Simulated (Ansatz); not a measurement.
# One shape, several levels: doublet [SiH2]+

We compute a comparison of 6 runs (UHF/aug-cc-pVTZ, U-r2SCAN0/aug-cc-pVTZ, UBLYP/aug-cc-pVTZ, UHSE06/aug-cc-pVTZ, RPA@PBE0/aug-cc-pVTZ, UMP2/aug-cc-pVTZ) of doublet [SiH2]+. 

The calculation is run with Ansatz 0.2.0.

32 further runs of the same task are left out: 32 set aside as unsound or not needed.

## 1. The structure to begin with

[SiH2]+ has 3 atoms, charge +1, and is taken as a doublet. SMILES of the parent species: `[SiH2]`. Geometry: relaxed at PBE0-D4/def2-TZVP. That shape belongs to the parent species and isn't relaxed for this state.

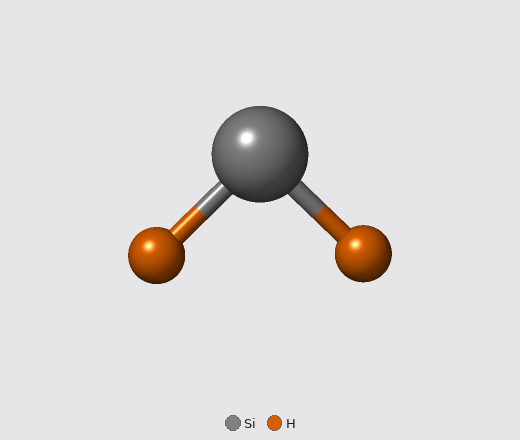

The structure, seen from a chosen angle (silicon grey, hydrogen orange).

## 2. A single-point energy at UHF/aug-cc-pVTZ (run 1)

Input file molecule.yaml:

```yaml
crystal:
  periodic: [false, false, false]
  atoms:
    - {symbol: Si, position_ang: [-0.491200, 0.468600, -0.213600]}
    - {symbol: H, position_ang: [0.840300, 0.578600, 0.522500]}
    - {symbol: H, position_ang: [-0.349100, -1.047200, -0.308900]}
basis:
  gaussian:
    orbitals: aug-cc-pVTZ
total_charge: 1
output: {orbitals: {seedname: orbitals}}
accuracy: high
magnetization:
  spin_polarized: true
  initial_magnetization: 1
hamiltonian:
  xc: hf
```

Run with:

```sh
$ ansatz run molecule.yaml --threads 1 --pin off --max-ram 3480MiB --events-out events.jsonl --progress --plain --runs-dir runs
```

What it wrote:

```text
Warning: RAYON_NUM_THREADS=1 ignored (pool sized by the plan → 1); use --threads N
Functional definition: HF
  name "HF"
  exchange = exact_x
  correlation = 0
1418 factors; integrals over basis functions are off by at most 3.9e-9 eV
mean field evaluation 1: about -7882.9964 eV, gradient 7.9e0 eV
mean field evaluation 2: about -7882.9996 eV, gradient 7.9e0 eV
mean field evaluation 4: about -7883.7001 eV, gradient 9.0e-1 eV
mean field evaluation 8: about -7883.7164 eV, gradient 9.5e-4 eV
mean field -7883.71637120 eV, -289.7212328667 hartree, gradient 2.7e-8 eV, S^2 0.760924; 0 other end points of the search recorded, 0 dependent functions left out
reference -7883.71637120 eV, -289.7212328667 hartree; 8, 7 occupied and 88, 89 virtual orbitals, 1418 factors
Total energy: -7883.71637120 eV, -289.7212328667 hartree
```

Wall time 2 s (1 thread of Arm Neoverse V1, shared host); peak memory 0.19 GiB.

## 3. The energy at U-r2SCAN0/aug-cc-pVTZ (run 2)

Input file in.yaml:

```yaml
crystal:
  periodic: [false, false, false]
  atoms:
    - {symbol: Si, position_ang: [-0.491200, 0.468600, -0.213600]}
    - {symbol: H, position_ang: [0.840300, 0.578600, 0.522500]}
    - {symbol: H, position_ang: [-0.349100, -1.047200, -0.308900]}
basis:
  gaussian:
    orbitals: aug-cc-pVTZ
accuracy: high
magnetization:
  spin_polarized: true
  initial_magnetization: 1
total_charge: 1
output:
  orbitals: {seedname: orbitals}
hamiltonian:
  xc: {name: r2SCAN0}
```

Run with:

```sh
$ ansatz run in.yaml --threads 1 --pin off --max-ram 3480MiB --events-out events.jsonl --progress --plain --runs-dir runs
```

What it wrote:

```text
Warning: RAYON_NUM_THREADS=1 ignored (pool sized by the plan → 1); use --threads N
Functional definition: r2SCAN0
  name "r2SCAN0"
  parameter a = 0.25
  parameter k0 = 0.174
  parameter k1 = 0.065
  parameter a1 = 4.9479
  exchange = (1 - a)*r2scan_x(k0 = k0, k1 = k1, a1 = a1) + a*exact_x
  correlation = r2scan_c
1418 factors; integrals over basis functions are off by at most 3.9e-9 eV
mean field evaluation 1: about -7896.8935 eV, gradient 1.0e1 eV
mean field evaluation 2: about -7897.5540 eV, gradient 4.9e0 eV
mean field evaluation 4: about -7897.7639 eV, gradient 2.5e-1 eV
mean field evaluation 8: about -7897.7647 eV, gradient 6.7e-3 eV
mean field evaluation 16: about -7897.7647 eV, gradient 3.2e-6 eV
mean field -7897.76465950 eV, -290.2374979396 hartree, gradient 6.1e-8 eV, S^2 0.755701; 0 other end points of the search recorded, 0 dependent functions left out
reference -7897.76466130 eV, -290.2374980056 hartree; 8, 7 occupied and 88, 89 virtual orbitals, 1418 factors
Total energy: -7897.76466130 eV, -290.2374980056 hartree
```

Run time: 10 s. Hardware: 1 thread of Arm Neoverse V1, shared host; peak memory 0.3 GiB.

Runs 3 to 5 aren't shown in full; the table further down has their settings and results.

## 4. The energy at UMP2/aug-cc-pVTZ (run 6)

Input file in.yaml:

```yaml
crystal:
  periodic: [false, false, false]
  atoms:
    - symbol: Si
      position_ang: [-0.491200, 0.468600, -0.213600]
    - symbol: H
      position_ang: [0.840300, 0.578600, 0.522500]
    - symbol: H
      position_ang: [-0.349100, -1.047200, -0.308900]
basis:
  gaussian:
    orbitals: aug-cc-pVTZ
accuracy: high
magnetization:
  spin_polarized: true
  initial_magnetization: 1
total_charge: 1
correlation:
  method: mp2
  frozen_orbitals: {H: 0, Si: 5}
```

Run with:

```sh
$ ansatz run in.yaml --threads 1 --pin off --max-ram 3480MiB --events-out events.jsonl --progress --plain --runs-dir runs
```

What it wrote:

```text
Warning: RAYON_NUM_THREADS=1 ignored (pool sized by the plan → 1); use --threads N
Functional definition: HF
  name "HF"
  exchange = exact_x
  correlation = 0
1418 factors; integrals over basis functions are off by at most 3.9e-9 eV
mean field evaluation 1: about -7882.9964 eV, gradient 7.9e0 eV
mean field evaluation 2: about -7882.9996 eV, gradient 7.9e0 eV
mean field evaluation 4: about -7883.7001 eV, gradient 9.0e-1 eV
mean field evaluation 8: about -7883.7164 eV, gradient 9.5e-4 eV
mean field -7883.71637120 eV, -289.7212328667 hartree, gradient 2.7e-8 eV, S^2 0.760924; 0 other end points of the search recorded, 0 dependent functions left out
5 core orbitals not correlated: weight in the atoms' cores, before any rotation towards them, 1.000 or more for the frozen orbitals, at most 0.000 for the correlated occupied ones
reference -7883.71637120 eV, -289.7212328667 hartree; 3, 2 occupied and 88, 89 virtual orbitals, 1418 factors
second order -2.13023603 eV of doubles, -0.00000000 eV of singles
Total energy: -7885.84660723 eV, -289.7995175968 hartree
```

Wall time 2 s (1 thread of Arm Neoverse V1, shared host); peak memory 0.18 GiB.

## 5. All runs side by side

| run | level | frozen core orbitals | energy (Eh) | HOMO energy (eV) | LUMO energy (eV) | ⟨S²⟩ | wall time |
| --- | --- | --- | --- | --- | --- | --- | --- |
| 1 | UHF/aug-cc-pVTZ | – | -289.721233 | -19.11 | -7.72 | 0.761 | 2 s |
| 2 | U-r2SCAN0/aug-cc-pVTZ | – | -290.237498 | -16.17 | -11.42 | 0.756 | 10 s |
| 3 | UBLYP/aug-cc-pVTZ | – | -290.275420 | -14.47 | -12.88 | 0.752 | 6 s |
| 4 | UHSE06/aug-cc-pVTZ | – | -290.139308 | -15.47 | -12.17 | 0.754 | 6 s |
| 5 | RPA@PBE0/aug-cc-pVTZ | 5 | -289.888050 | – | – | 0.754 | 6.9 s |
| 6 | UMP2/aug-cc-pVTZ | 5 | -289.799518 | – | – | 0.761 | 2 s |

## 6. Outcome

| quantity | value |
| --- | --- |
| run 6: total energy | -289.79952 Eh |
| run 6: correlation energy (5 core orbitals frozen) | -78.3 mEh |
| run 6: ⟨S²⟩ of the reference determinant | 0.761 |

**Reading.** Totals of different functionals can't be ranked against each other. All runs together took 33 s, the longest 10 s.
